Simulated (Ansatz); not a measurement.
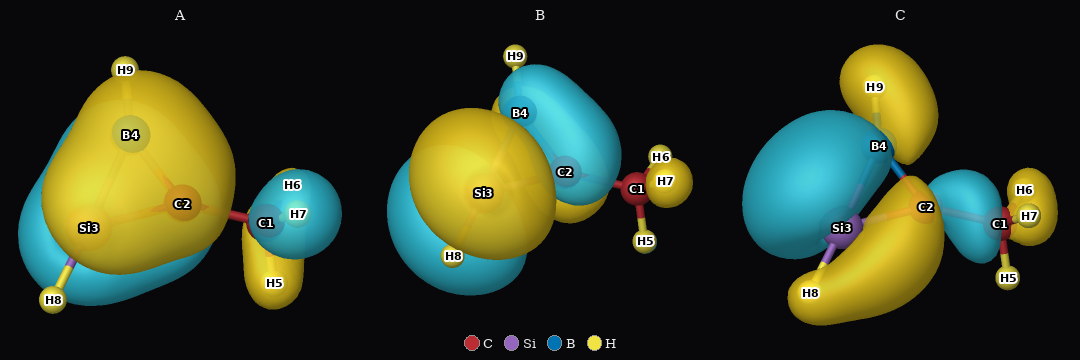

*C2H5BSi (SMILES CC1=[SiH]B1). Three frontier orbitals at ±0.08 Å⁻³ᐟ² (yellow and cyan are the two phases), in no order.*

These are results of RKS PBE0-D4/6-31G* (Ansatz 0.2.0), not measurements.

```yaml
atoms:
  - { symbol: C, position_ang: [0.0761, 1.0052, -0.9103] }
  - { symbol: C, position_ang: [-0.0104, -0.1050, 0.0763] }
  - { symbol: Si, position_ang: [0.3118, -1.7458, 0.5848] }
  - { symbol: B, position_ang: [-0.5625, -0.3200, 1.4508] }
  - { symbol: H, position_ang: [0.0216, 0.6465, -1.9437] }
  - { symbol: H, position_ang: [-0.7071, 1.7556, -0.7555] }
  - { symbol: H, position_ang: [1.0420, 1.5159, -0.8025] }
  - { symbol: H, position_ang: [0.9789, -2.9144, -0.0665] }
  - { symbol: H, position_ang: [-1.1505, 0.1621, 2.3666] }
```

> Which picture is the HOMO−1, the HOMO and the LUMO?

A is the HOMO−1 (−7.36 eV). By Hirshfeld shares it lies mainly on C2 (about 30 %), Si3 (about 30 %) and B4 (about 25 %); π-bonding across C2–Si3. C is the HOMO (−6.89 eV). By Hirshfeld shares it lies mainly on Si3 (about 50 %), B4 (about 20 %) and C2 (about 15 %). B is the LUMO (−1.16 eV). By Hirshfeld shares it lies mainly on Si3 (about 60 %), C2 (about 15 %) and B4 (about 10 %).

> What is the HOMO–LUMO gap?

5.73 eV between the orbital energies.
